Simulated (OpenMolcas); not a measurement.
```
&GATEWAY
Basis set
Cr.ANO-RCC-VDZP.
Cr1 0.0 0.0 0.0 Angstrom
End of basis
Basis set
Cl.ANO-RCC-VDZP.
L1 2.461000 0.000000 0.000000 Angstrom
L2 0.000000 2.461000 0.000000 Angstrom
L3 0.000000 0.000000 2.461000 Angstrom
End of basis
Basis set
Na.EMB-AIMP.Al-Abdalla.7s4p.1s1p.ECP.Cs2NaYCl6.
PseudoCharge
* 3 symmetry-unique lattice sites within 7.6 angstrom
End of basis
Basis set
Cs.EMB-AIMP.Al-Abdalla.0s.0s.ECP.Cs2NaYCl6.
PseudoCharge
* 4 symmetry-unique lattice sites within 7.6 angstrom
End of basis
Basis set
Cl.EMB-AIMP.Al-Abdalla.0s.0s.ECP.Cs2NaYCl6.
PseudoCharge
* 12 symmetry-unique lattice sites within 7.6 angstrom
End of basis
Basis set
Y.EMB-AIMP.Al-Abdalla.0s.0s.ECP.Cs2NaYCl6.
PseudoCharge
* 6 symmetry-unique lattice sites within 7.6 angstrom
End of basis
Symmetry
XYZ
AngMom=0.0 0.0 0.0
AMFI
RICD
XField
1564 Angstrom 0
* Evjen-weighted lattice charges
&SEWARD
&RASSCF
FileOrb=start.orb
Symmetry=1
Spin=4
nActEl=3 0 0
Inactive=30 33
Ras2=5 0
CIRoot=10 10 1
SDav=10
CIMx=300
Iter=150 100
PrWF=0.3
OrbListing=Nothing
MaxOrb=0
LevShft=1.0
>>> COPY $Project.JobIph JOB001
&RASSCF
FileOrb=start.orb
Symmetry=1
Spin=2
nActEl=3 0 0
Inactive=30 33
Ras2=5 0
CIRoot=40 40 1
SDav=40
CIMx=300
Iter=150 100
PrWF=0.3
OrbListing=Nothing
MaxOrb=0
LevShft=1.0
>>> COPY $Project.JobIph JOB002
&RASSI
NrOfJobIphs=2 10 40
1 2 3 4 5 6 7 8 9 10
1 2 3 4 5 6 7 8 9 10 11 12 13 14 15 16 17 18 19 20 21 22 23 24 25 26 27
28 29 30 31 32 33 34 35 36 37 38 39 40
IphNames
JOB001
JOB002
EJob
SpinOrbit
DIPRint=1.0
SOCoupling=1000.0
Subsets=2
Property=9
'ANGMOM' 1 'ANGMOM' 2 'ANGMOM' 3 'MLTPL  1' 1 'MLTPL  1' 2 'MLTPL  1' 3
'AMFI' 1 'AMFI' 2 'AMFI' 3
SOProperty=3
'ANGMOM' 1 'ANGMOM' 2 'ANGMOM' 3
```

Run as:
```bash
OMP_NUM_THREADS=1 MOLCAS_MEM=2457 MOLCAS_PROJECT=a pymolcas a.inp > a.log  # once for each step of the input, in one work folder
```

Level of the calculation: state-averaged CASSCF, active space 3 electrons in the shell 3d, basis ANO-RCC-VDZP on all atoms, DKH2 scalar Hamiltonian, spin-orbit coupling by RASSI with atomic mean-field integrals (OpenMolcas).

Cr³⁺ (3d³) as a dopant in Cs₂NaYCl₆, a cluster with its 6 nearest Cl⁻ at 2.461 Å (octahedron) embedded in model potentials and point charges; the geometry was set, not optimised. The cluster and the levels that result:

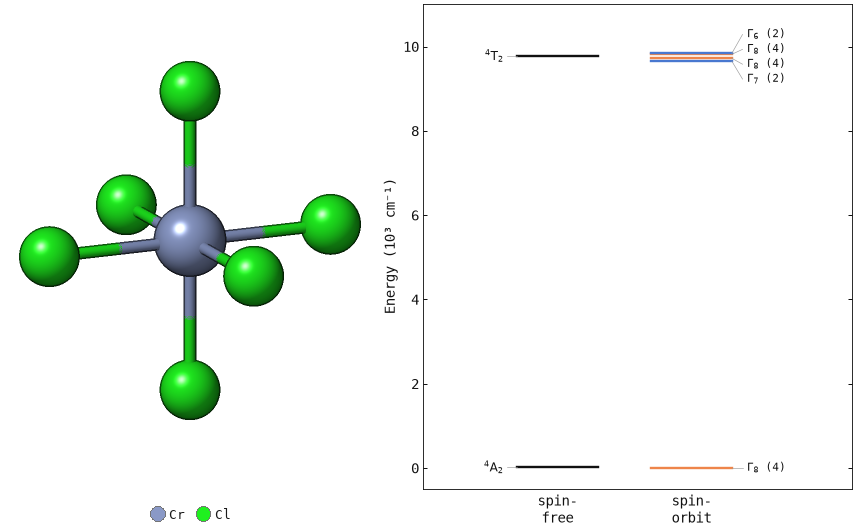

Labels give the representation in O, Td, D4 or D3 as the site allows (double group for half-integer spin) where it could be assigned and, in brackets, the degeneracy; spin-free states, where drawn, share the zero of the spin-orbit levels.

The ground level is Γ₈, 4-fold degenerate, 100 % from states of spin multiplicity 4. The next level lies at 9,650 cm⁻¹ (Γ₇). The lowest spin-free state is ⁴A₂; of the same spin there follows at 9,760 cm⁻¹ (⁴T₂) above it. A ligand-field fit to the spin-free states gives |10Dq| = 9,180 cm⁻¹, B = 1,030 and C = 3,730 cm⁻¹ (rms misfit 300 cm⁻¹). The active orbitals hold 87 to 97 % metal character (Löwdin), and the Mulliken charge of the metal is +1.15.

Note: the geometry is set by hand, with no relaxation and no charge compensation.
